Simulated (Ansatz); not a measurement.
The figure comes from a scan of BN (h-BN type, space group P6_3/mmc): the cell is scaled evenly about its relaxed volume V₀. Level of theory: PBEsol-D3(BJ) (plane waves to 420 eV, PAW, scalar-relativistic; Ansatz, a quantum-chemistry and plane-wave program). k mesh 16×16×6 (Γ-centred), Fermi-Dirac smearing 0.05 eV. Energies are smeared free energies. BN was relaxed with its symmetry unable to fall. ΔE is measured from the relaxed starting cell.

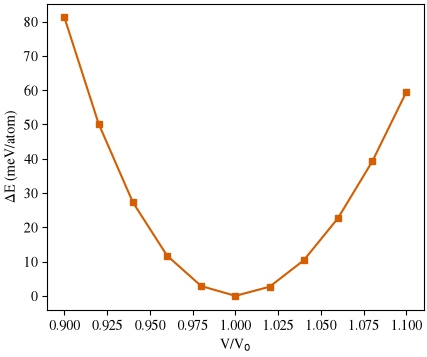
Figure: ΔE (meV/atom) against V/V₀; markers are the computed points, lines only join them.

Q: Turn the plot into a table (rounded to what can be read).

A: To the nearest 2:

```csv
V/V₀,ΔE (meV/atom)
0.900,82
0.920,50
0.940,28
0.960,12
0.980,2
1.000,0
1.020,2
1.040,10
1.060,22
1.080,40
1.100,60
```

(Under strain, the slope of the energy per volume gives the stress and its curvature an elastic modulus.)
